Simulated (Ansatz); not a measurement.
## Molecular dynamics, with input and output: BSiNH3F (part 1 of 2)

BSiNH3F, computed with RKS r2SCAN-d3bj/def2-SVP (Ansatz 0.2.0).

The geometry comes from this level: PBE0-D4/def2-TZVP. Figures and captions count atoms from 1; the log counts them from 0 in places.

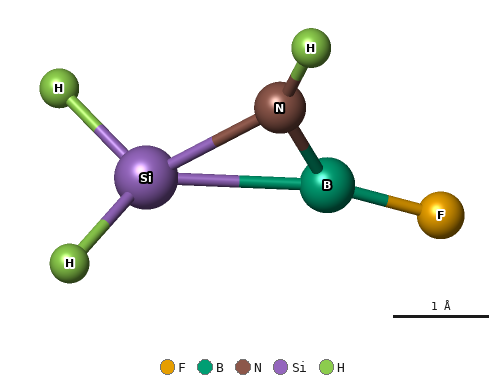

The structure as given in the input (ball-and-stick view, seen at a tilt).

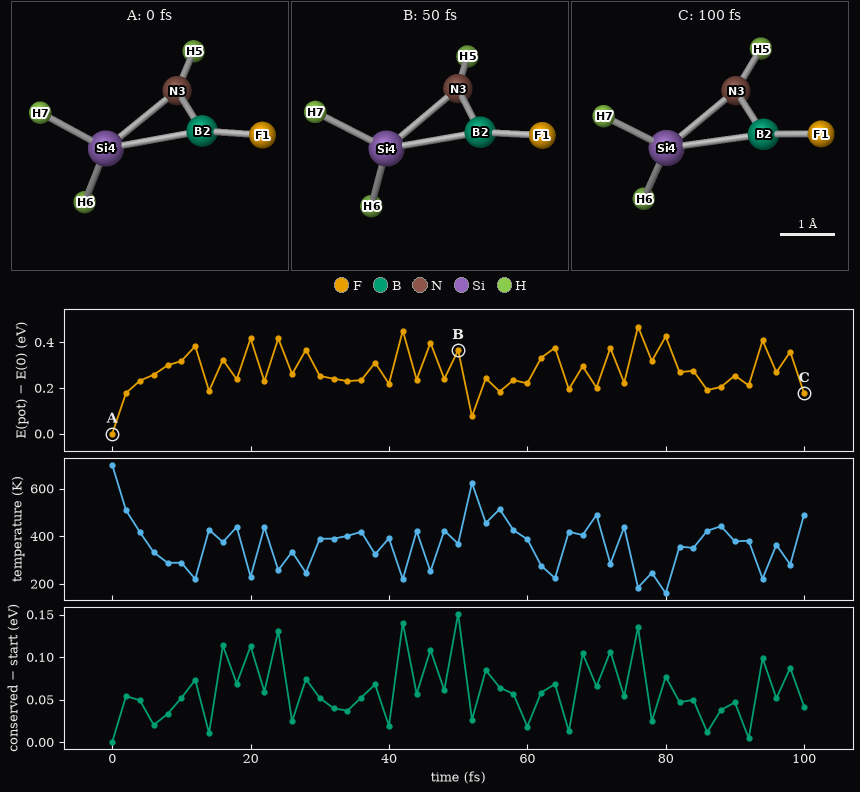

Frames of the molecular dynamics (ball-and-stick, seen at a tilt) above the curves, on which the letters mark them. The trajectory kept here has 51 frames over 100 fs. The temperature starts at 700 K, ranges from 160 to 700 K and averages 369 K over the second half. The potential energy ends 0.177 eV above its first value. The conserved quantity stays within 0.15 eV. After an unweighted best fit of the last frame on the first, the root-mean-square displacement is 0.08 Å, and H5 has moved furthest (0.12 Å).

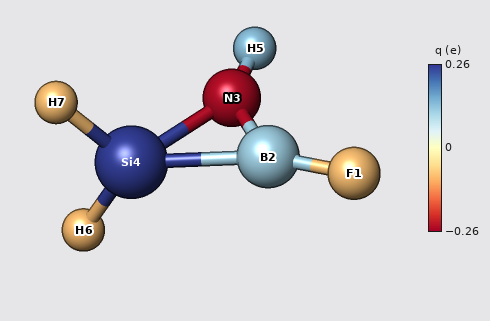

Mulliken charges, as the colour of each atom (ball-and-stick view, seen at a tilt; atoms are numbered from 1 in the order of the input). By element: F −0.08, B +0.11, N −0.25, Si +0.25 and H −0.09 to +0.13 e.

The input and output of the run follow.

## Input
```yaml
crystal:
  periodic: [false, false, false]
  atoms:
    - {symbol: F, position_ang: [-0.871804, -2.140763, 0.801094]}
    - {symbol: B, position_ang: [-0.433067, -0.973421, 0.375122]}
    - {symbol: N, position_ang: [0.740208, -0.495002, -0.173607]}
    - {symbol: Si, position_ang: [-0.349502, 0.892477, -0.073105]}
    - {symbol: H, position_ang: [1.655503, -0.821386, -0.445430]}
    - {symbol: H, position_ang: [-0.757136, 1.487644, -1.372564]}
    - {symbol: H, position_ang: [0.077201, 1.982451, 0.842791]}
basis:
  gaussian: {orbitals: def2-SVP}
hamiltonian: {xc: {name: r2SCAN}, dispersion: d3bj}
md: {timestep: 2 fs, n_steps: 50, ensemble: nve, temperature: 700, initial_velocities: maxwell_boltzmann, seed: 917}
```

Launch command:
```bash
ansatz run in.yaml --threads 2 --pin off --events-out ev --progress --plain --max-ram 4352MiB
```

## What the program printed
```
Warning: the engine holds no damping parameters fitted to this dispersion correction and functional, so the run takes those fitted to r2scan beside the three-body term, which d3bj leaves out (hamiltonian.dispersion, under Limitations)
Functional definition: r2SCAN
  name "r2SCAN"
  cite "Furness, Kaplan, Ning, Perdew & Sun, J. Phys. Chem. Lett. 11, 8208 (2020) doi:10.1021/acs.jpclett.0c02405"
  cite "Furness, Kaplan, Ning, Perdew & Sun, J. Phys. Chem. Lett. 11, 9248 (2020) doi:10.1021/acs.jpclett.0c03077"
  parent r2scan
  parameter k0 = 0.174
  parameter k1 = 0.065
  parameter a1 = 4.9479
  exchange = r2scan_x(k0 = k0, k1 = k1, a1 = a1)
  correlation = r2scan_c
844 factors; their error is unknown
mean field evaluation 1: about -12794.9645 eV, gradient 5.8e1 eV
mean field evaluation 2: about -12773.8011 eV, gradient 1.0e2 eV
mean field evaluation 4: about -12801.5817 eV, gradient 8.3e0 eV
mean field evaluation 8: about -12801.6443 eV, gradient 1.8e-1 eV
mean field -12801.64435433 eV, -470.4517527555 hartree, gradient 4.0e-5 eV, S^2 0.000000; 0 other end points of the search recorded, 0 dependent functions left out
the calculation of the forces begins
reference -12801.64436335 eV, -470.4517530868 hartree; 19, 19 occupied and 56, 56 virtual orbitals, 844 factors
md step     0: t =     0.00 fs  T =   700.0 K  F+E_penalty+E_count = -12801.67504383 eV  E_kin = 0.452410 eV  conserved = -12801.22263383 eV  (25 SCF iters)
these checks for a lower state are left out or cut short: starts, cluster_reference, orbital_swaps, neighbouring_geometries, increment
844 factors; their error is unknown
mean field evaluation 16: about -12801.4326 eV, gradient 5.9e0 eV
mean field -12801.46639996 eV, -470.4452130528 hartree, gradient 1.2e-5 eV, S^2 0.000000; 0 other end points of the search recorded, 0 dependent functions left out
the calculation of the forces begins
reference -12801.46640916 eV, -470.4452133909 hartree; 19, 19 occupied and 56, 56 virtual orbitals, 844 factors
md step     1: t =     2.00 fs  T =   508.4 K  F+E_penalty+E_count = -12801.49701615 eV  E_kin = 0.328566 eV  conserved = -12801.16845049 eV  (30 SCF iters, 3 dispersion substeps)
[... from here on the SCF iterations and repeated set-up lines of each step are left out, up to the last step ...]
md step     2: t =     4.00 fs  T =   417.1 K  F+E_penalty+E_count = -12801.44302554 eV  E_kin = 0.269578 eV  conserved = -12801.17344766 eV  (30 SCF iters, 3 dispersion substeps)
md step     3: t =     6.00 fs  T =   332.0 K  F+E_penalty+E_count = -12801.41707486 eV  E_kin = 0.214602 eV  conserved = -12801.20247236 eV  (30 SCF iters, 3 dispersion substeps)
md step     4: t =     8.00 fs  T =   288.3 K  F+E_penalty+E_count = -12801.37584677 eV  E_kin = 0.186327 eV  conserved = -12801.18952002 eV  (30 SCF iters, 3 dispersion substeps)
md step     5: t =    10.00 fs  T =   288.4 K  F+E_penalty+E_count = -12801.35708040 eV  E_kin = 0.186381 eV  conserved = -12801.17069925 eV  (30 SCF iters, 3 dispersion substeps)
md step     6: t =    12.00 fs  T =   219.9 K  F+E_penalty+E_count = -12801.29160101 eV  E_kin = 0.142126 eV  conserved = -12801.14947508 eV  (30 SCF iters, 3 dispersion substeps)
md step     7: t =    14.00 fs  T =   427.2 K  F+E_penalty+E_count = -12801.48820746 eV  E_kin = 0.276106 eV  conserved = -12801.21210195 eV  (30 SCF iters, 3 dispersion substeps)
md step     8: t =    16.00 fs  T =   375.1 K  F+E_penalty+E_count = -12801.35141643 eV  E_kin = 0.242402 eV  conserved = -12801.10901428 eV  (30 SCF iters, 3 dispersion substeps)
md step     9: t =    18.00 fs  T =   438.7 K  F+E_penalty+E_count = -12801.43743752 eV  E_kin = 0.283544 eV  conserved = -12801.15389376 eV  (30 SCF iters, 3 dispersion substeps)
md step    10: t =    20.00 fs  T =   229.3 K  F+E_penalty+E_count = -12801.25801473 eV  E_kin = 0.148209 eV  conserved = -12801.10980610 eV  (31 SCF iters, 3 dispersion substeps)
md step    11: t =    22.00 fs  T =   437.6 K  F+E_penalty+E_count = -12801.44601923 eV  E_kin = 0.282819 eV  conserved = -12801.16320054 eV  (30 SCF iters, 3 dispersion substeps)
md step    12: t =    24.00 fs  T =   257.4 K  F+E_penalty+E_count = -12801.25805348 eV  E_kin = 0.166354 eV  conserved = -12801.09169953 eV  (30 SCF iters, 3 dispersion substeps)
md step    13: t =    26.00 fs  T =   334.3 K  F+E_penalty+E_count = -12801.41421377 eV  E_kin = 0.216029 eV  conserved = -12801.19818444 eV  (30 SCF iters, 3 dispersion substeps)
md step    14: t =    28.00 fs  T =   246.4 K  F+E_penalty+E_count = -12801.30769659 eV  E_kin = 0.159231 eV  conserved = -12801.14846525 eV  (29 SCF iters, 3 dispersion substeps)
md step    15: t =    30.00 fs  T =   389.3 K  F+E_penalty+E_count = -12801.42238998 eV  E_kin = 0.251583 eV  conserved = -12801.17080744 eV  (30 SCF iters, 3 dispersion substeps)
md step    16: t =    32.00 fs  T =   389.6 K  F+E_penalty+E_count = -12801.43456045 eV  E_kin = 0.251770 eV  conserved = -12801.18278997 eV  (28 SCF iters, 3 dispersion substeps)
md step    17: t =    34.00 fs  T =   401.1 K  F+E_penalty+E_count = -12801.44492220 eV  E_kin = 0.259210 eV  conserved = -12801.18571186 eV  (28 SCF iters, 3 dispersion substeps)
md step    18: t =    36.00 fs  T =   418.8 K  F+E_penalty+E_count = -12801.44082269 eV  E_kin = 0.270661 eV  conserved = -12801.17016130 eV  (29 SCF iters, 3 dispersion substeps)
md step    19: t =    38.00 fs  T =   324.1 K  F+E_penalty+E_count = -12801.36423813 eV  E_kin = 0.209443 eV  conserved = -12801.15479547 eV  (30 SCF iters, 3 dispersion substeps)
md step    20: t =    40.00 fs  T =   391.5 K  F+E_penalty+E_count = -12801.45650588 eV  E_kin = 0.253020 eV  conserved = -12801.20348622 eV  (29 SCF iters, 3 dispersion substeps)
md step    21: t =    42.00 fs  T =   219.4 K  F+E_penalty+E_count = -12801.22386198 eV  E_kin = 0.141803 eV  conserved = -12801.08205928 eV  (29 SCF iters, 3 dispersion substeps)
md step    22: t =    44.00 fs  T =   421.7 K  F+E_penalty+E_count = -12801.43855608 eV  E_kin = 0.272528 eV  conserved = -12801.16602820 eV  (30 SCF iters, 3 dispersion substeps)
md step    23: t =    46.00 fs  T =   251.9 K  F+E_penalty+E_count = -12801.27709948 eV  E_kin = 0.162798 eV  conserved = -12801.11430187 eV  (30 SCF iters, 3 dispersion substeps)
md step    24: t =    48.00 fs  T =   423.7 K  F+E_penalty+E_count = -12801.43538624 eV  E_kin = 0.273869 eV  conserved = -12801.16151732 eV  (30 SCF iters, 3 dispersion substeps)
md step    25: t =    50.00 fs  T =   368.1 K  F+E_penalty+E_count = -12801.30949748 eV  E_kin = 0.237895 eV  conserved = -12801.07160281 eV  (30 SCF iters, 3 dispersion substeps)
md step    26: t =    52.00 fs  T =   623.6 K  F+E_penalty+E_count = -12801.59944766 eV  E_kin = 0.403060 eV  conserved = -12801.19638807 eV  (29 SCF iters, 3 dispersion substeps)
md step    27: t =    54.00 fs  T =   455.6 K  F+E_penalty+E_count = -12801.43253905 eV  E_kin = 0.294435 eV  conserved = -12801.13810386 eV  (30 SCF iters, 3 dispersion substeps)
md step    28: t =    56.00 fs  T =   513.7 K  F+E_penalty+E_count = -12801.49040556 eV  E_kin = 0.331999 eV  conserved = -12801.15840683 eV  (30 SCF iters, 3 dispersion substeps)
md step    29: t =    58.00 fs  T =   425.0 K  F+E_penalty+E_count = -12801.44072798 eV  E_kin = 0.274691 eV  conserved = -12801.16603730 eV  (30 SCF iters, 3 dispersion substeps)
md step    30: t =    60.00 fs  T =   387.2 K  F+E_penalty+E_count = -12801.45456532 eV  E_kin = 0.250266 eV  conserved = -12801.20429928 eV  (28 SCF iters, 3 dispersion substeps)
md step    31: t =    62.00 fs  T =   276.2 K  F+E_penalty+E_count = -12801.34288558 eV  E_kin = 0.178486 eV  conserved = -12801.16439942 eV  (30 SCF iters, 3 dispersion substeps)
md step    32: t =    64.00 fs  T =   223.7 K  F+E_penalty+E_count = -12801.29885692 eV  E_kin = 0.144551 eV  conserved = -12801.15430553 eV  (31 SCF iters, 3 dispersion substeps)
md step    33: t =    66.00 fs  T =   418.7 K  F+E_penalty+E_count = -12801.48069437 eV  E_kin = 0.270624 eV  conserved = -12801.21007032 eV  (30 SCF iters, 3 dispersion substeps)
md step    34: t =    68.00 fs  T =   404.8 K  F+E_penalty+E_count = -12801.37995990 eV  E_kin = 0.261641 eV  conserved = -12801.11831884 eV  (30 SCF iters, 3 dispersion substeps)
md step    35: t =    70.00 fs  T =   489.6 K  F+E_penalty+E_count = -12801.47361724 eV  E_kin = 0.316434 eV  conserved = -12801.15718316 eV  (28 SCF iters, 3 dispersion substeps)
md step    36: t =    72.00 fs  T =   284.5 K  F+E_penalty+E_count = -12801.29997676 eV  E_kin = 0.183880 eV  conserved = -12801.11609702 eV  (29 SCF iters, 3 dispersion substeps)
md step    37: t =    74.00 fs  T =   438.7 K  F+E_penalty+E_count = -12801.45236853 eV  E_kin = 0.283511 eV  conserved = -12801.16885762 eV  (30 SCF iters, 3 dispersion substeps)
md step    38: t =    76.00 fs  T =   184.4 K  F+E_penalty+E_count = -12801.20662034 eV  E_kin = 0.119194 eV  conserved = -12801.08742612 eV  (30 SCF iters, 3 dispersion substeps)
md step    39: t =    78.00 fs  T =   246.2 K  F+E_penalty+E_count = -12801.35734191 eV  E_kin = 0.159092 eV  conserved = -12801.19824975 eV  (31 SCF iters, 3 dispersion substeps)
md step    40: t =    80.00 fs  T =   160.1 K  F+E_penalty+E_count = -12801.24909616 eV  E_kin = 0.103467 eV  conserved = -12801.14562880 eV  (31 SCF iters, 3 dispersion substeps)
md step    41: t =    82.00 fs  T =   356.5 K  F+E_penalty+E_count = -12801.40604647 eV  E_kin = 0.230426 eV  conserved = -12801.17562028 eV  (30 SCF iters, 3 dispersion substeps)
md step    42: t =    84.00 fs  T =   350.6 K  F+E_penalty+E_count = -12801.39955307 eV  E_kin = 0.226615 eV  conserved = -12801.17293848 eV  (31 SCF iters, 3 dispersion substeps)
md step    43: t =    86.00 fs  T =   422.8 K  F+E_penalty+E_count = -12801.48426911 eV  E_kin = 0.273238 eV  conserved = -12801.21103159 eV  (29 SCF iters, 3 dispersion substeps)
md step    44: t =    88.00 fs  T =   442.0 K  F+E_penalty+E_count = -12801.47036215 eV  E_kin = 0.285661 eV  conserved = -12801.18470107 eV  (30 SCF iters, 3 dispersion substeps)
md step    45: t =    90.00 fs  T =   378.2 K  F+E_penalty+E_count = -12801.42037713 eV  E_kin = 0.244458 eV  conserved = -12801.17591906 eV  (31 SCF iters, 3 dispersion substeps)
md step    46: t =    92.00 fs  T =   380.8 K  F+E_penalty+E_count = -12801.46407747 eV  E_kin = 0.246088 eV  conserved = -12801.21798979 eV  (29 SCF iters, 3 dispersion substeps)
md step    47: t =    94.00 fs  T =   221.6 K  F+E_penalty+E_count = -12801.26705106 eV  E_kin = 0.143232 eV  conserved = -12801.12381941 eV  (30 SCF iters, 3 dispersion substeps)
md step    48: t =    96.00 fs  T =   363.8 K  F+E_penalty+E_count = -12801.40623575 eV  E_kin = 0.235103 eV  conserved = -12801.17113292 eV  (28 SCF iters, 3 dispersion substeps)
```
